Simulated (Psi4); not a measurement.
# UB3LYP/def2-SV(P) (core potential, sweep point 1) run of SnNH3F (SMILES [NH2][SnH][F])

What is the vertical doublet–quartet gap of SnNH3F at UB3LYP/def2-SV(P) (core potential, sweep point 1)? 

The results are computed with Psi4 1.11.

### Step 1. Starting point

The species is SnNH3F (6 atoms), meant as a doublet with charge 0. SMILES: `[NH2][SnH][F]`. The shape is that of a PBE0-D4/def2-TZVP optimisation. This is one conformer, not always the lowest.

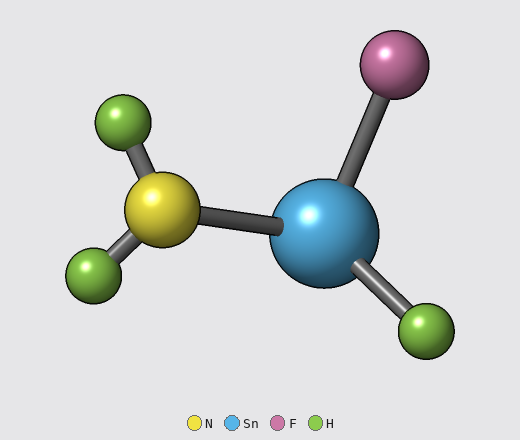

Viewed from a chosen angle; nitrogen yellow, tin blue, fluorine pink, hydrogen green.

### Step 2. A single-point energy at UB3LYP/def2-SV(P) (core potential, sweep point 1)

input.dat reads:

```
memory 1600 MB

molecule mol {
  0 2
  N     -0.572300     0.218600    -0.844500
  Sn     0.196000    -0.531800     0.883000
  F      2.076100    -0.368700     0.452600
  H     -0.046400    -0.061900    -1.664800
  H     -1.552900     0.032100    -1.016500
  H     -0.058500     0.647800     2.143900
  units angstrom
  symmetry c1
}

set {
  basis def2-SV(P)
  reference uks
  puream true
  scf_type pk
  dft_radial_points 99
  dft_spherical_points 590
  maxiter 100
}

energy("b3lyp")
```

Run with:

```
$ psi4 input.dat output.dat -n 1
```

output.dat:

```text
[...]
    !!!  WARNING: ECP capability is in beta. Please check occupations closely.  !!!
[...]
  Running in c1 symmetry.
[...]
  Nuclear repulsion =  134.387417580254777
[...]
  Multiplicity = 2
[...]
  Nalpha       = 21
  Nbeta        = 20
[...]
    Number of basis functions: 60
[...]
   @UKS iter   1:  -370.23448525150786   -1.28973e+00   1.56846e-02 ADIIS/DIIS
[...]
   @UKS iter  11:  -370.62565356570906   -1.52044e-08   4.12301e-07 DIIS
[...]
   @S^2 Observed:                7.559494304E-01
[...]
    Orbital Energies [Eh]
    ---------------------
    Alpha Occupied:
       1A    -24.614112     2A    -14.328356     3A     -5.109255
       4A     -3.451110     5A     -3.451004     6A     -3.448203
       7A     -1.101011     8A     -1.038673     9A     -1.033303
      10A     -1.031616    11A     -1.031019    12A     -1.007437
      13A     -0.843589    14A     -0.510413    15A     -0.497057
      16A     -0.389933    17A     -0.376239    18A     -0.358365
      19A     -0.338985    20A     -0.305564    21A     -0.218615
    Alpha Virtual:
      22A     -0.014724    23A      0.012303    24A      0.052686
      25A      0.085967    26A      0.116758    27A      0.180865
[...]
  @UKS Final Energy:  -370.62565356570906
   => Energetics <=
    Nuclear Repulsion Energy =            134.3874175802547768
    One-Electron Energy =                -860.2978482239004734
    Two-Electron Energy =                 384.9873810481807936
    DFT Exchange-Correlation Energy =     -29.7026039702442048
    Empirical Dispersion Energy =           0.0000000000000000
    VV10 Nonlocal Energy =                  0.0000000000000000
    Total Energy =                       -370.6256535657090581
[...]
 Multipole Moments:
 ------------------------------------------------------------------------------------
     Multipole            Electronic (a.u.)      Nuclear  (a.u.)        Total (a.u.)
 ------------------------------------------------------------------------------------
 L = 1.  Multiply by 2.5417464519 to convert [e a0] to [Debye]
 Dipole X            :         -7.4959588            6.2908715           -1.2050873
 Dipole Y            :         -9.4764471            9.0136100           -0.4628371
 Dipole Z            :         18.2795817          -18.5143214           -0.2347397
 Magnitude           :                                                    1.3120809
[...]
```

Wall time 18 s (1 thread of Intel Xeon Platinum 8259CL at 2.50GHz (Skylake/Cascade Lake), shared host); peak memory 0.73 GiB.

### Step 3. The quartet at the same level

calc.in reads:

```
memory 1.6 GB

molecule {
  0 4
  N     -0.572300     0.218600    -0.844500
  Sn     0.196000    -0.531800     0.883000
  F      2.076100    -0.368700     0.452600
  H     -0.046400    -0.061900    -1.664800
  H     -1.552900     0.032100    -1.016500
  H     -0.058500     0.647800     2.143900
  symmetry c1
}

set basis def2-SV(P)
set reference uks
set puream true
set scf_type pk
set dft_radial_points 99
set dft_spherical_points 590
set maxiter 100

energy("b3lyp")
print_variables()
```

Run with:

```
$ psi4 -i calc.in -o calc.out -n 1
```

calc.out:

```text
[...]
    !!!  WARNING: ECP capability is in beta. Please check occupations closely.  !!!
[...]
  Running in c1 symmetry.
[...]
  Nuclear repulsion =  134.387417580254777
[...]
  Multiplicity = 4
[...]
  Nalpha       = 22
  Nbeta        = 19
[...]
    Number of basis functions: 60
[...]
   @UKS iter   1:  -370.04998954736061   -1.10524e+00   1.41722e-02 DIIS/ADIIS
[...]
   @UKS iter  16:  -370.40721834928274   -4.63158e-08   6.67226e-07 DIIS
[...]
   @S^2 Observed:                3.755604546E+00
[...]
    Orbital Energies [Eh]
    ---------------------
    Alpha Occupied:
       1A    -24.630216     2A    -14.444405     3A     -5.113990
       4A     -3.456863     5A     -3.456062     6A     -3.451576
       7A     -1.113735     8A     -1.051314     9A     -1.041147
      10A     -1.037576    11A     -1.034648    12A     -1.016191
      13A     -0.950251    14A     -0.588753    15A     -0.554934
      16A     -0.455263    17A     -0.432310    18A     -0.391889
      19A     -0.371332    20A     -0.359781    21A     -0.245283
      22A     -0.074928
    Alpha Virtual:
      23A     -0.017245    24A      0.036466    25A      0.044260
[...]
  @UKS Final Energy:  -370.40721834928274
   => Energetics <=
    Nuclear Repulsion Energy =            134.3874175802547768
    One-Electron Energy =                -859.0241786626709199
    Two-Electron Energy =                 383.8824991184377495
    DFT Exchange-Correlation Energy =     -29.6529563853043499
    Empirical Dispersion Energy =           0.0000000000000000
    VV10 Nonlocal Energy =                  0.0000000000000000
    Total Energy =                       -370.4072183492827435
[...]
 Multipole Moments:
 ------------------------------------------------------------------------------------
     Multipole            Electronic (a.u.)      Nuclear  (a.u.)        Total (a.u.)
 ------------------------------------------------------------------------------------
 L = 1.  Multiply by 2.5417464519 to convert [e a0] to [Debye]
 Dipole X            :         -7.3563362            6.2908715           -1.0654647
 Dipole Y            :         -8.8291024            9.0136100            0.1845076
 Dipole Z            :         17.4003990          -18.5143214           -1.1139225
 Magnitude           :                                                    1.5524437
[...]
```

Wall time 23 s (1 thread of Intel Xeon Platinum 8259CL at 2.50GHz (Skylake/Cascade Lake), shared host); peak memory 0.73 GiB.

### Step 4. What came out

At UB3LYP/def2-SV(P) (core potential, sweep point 1):

| quantity | value |
| --- | --- |
| doublet: total energy | -370.62565 Eh |
| doublet: dipole moment | 3.33 D |
| doublet: HOMO energy (highest over α and β) | -5.95 eV |
| doublet: LUMO energy (lowest over α and β) | -3.58 eV |
| doublet: ⟨S²⟩ | 0.756 |
| quartet: total energy | -370.40722 Eh |
| quartet: dipole moment | 3.95 D |
| quartet: HOMO energy (highest over α and β) | -2.04 eV |
| quartet: ⟨S²⟩ | 3.756 |
| vertical energy of the quartet above the doublet | 5.944 eV |

**Reading.** At this shape the quartet lies 5.94 eV (137 kcal/mol) above the doublet.
